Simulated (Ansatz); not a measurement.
Abstraction of Br: CHBr2I + C3H7 → CHBrI + C3H7Br

Gas-phase species: CHBr2I (dibromoiodomethane) `BrC(Br)I`, singlet; C3H7 (methylethyl) `C[CH]C`, doublet; CHBrI `Br[CH]I`, doublet; C3H7Br (2-bromopropane) `CC(C)Br`, singlet. A radical takes Br: the energy is the difference in strength between two C–Br bonds in different surroundings.

Shapes, held fixed at every level: PBE0-D4/def2-TZVP. Programs: Ansatz 0.2.0. The zero-point and thermal change to 298 K, harmonic and unscaled (PBE0-D4/def2-TZVP), is +4.4 kJ/mol.

```csv
level,kind,ΔH(298 K) (kJ/mol),less CCSD(T)/def2-TZVPP
MP2/def2-SVP,perturbation theory,-43.5,+7.8
PBE-D4/def2-TZVPP,GGA,-43.3,+8.0
B3LYP-D4/def2-TZVPP,global hybrid,-44.1,+7.2
BHLYP-D4/def2-TZVPP,global hybrid,-46.0,+5.3
CCSD(T)/def2-SVP,coupled cluster or CI,-51.2,+0.1
CCSD/def2-SVP,coupled cluster or CI,-51.3,0.0
CCSD(T)/def2-TZVPP,coupled cluster or CI,-51.3,0.0
```

The highest level, CCSD(T)/def2-TZVPP, gives ΔH(298 K) = -51.3 kJ/mol; the levels span -51.3 to -43.3. The column of differences is taken from that level and isn't an error. No measured value is set beside it here. Spin contamination: CHBrI (⟨S²⟩ up to 0.78). Open shells run unrestricted. For atoms past krypton def2 sets carry core potentials with scalar relativity. Relativity is left out for Br. Outer-core shells of Br, I are correlated, in sets that cover them unevenly.

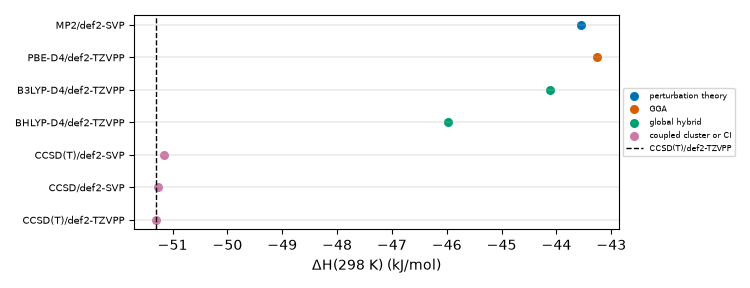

The values of the table, level by level.
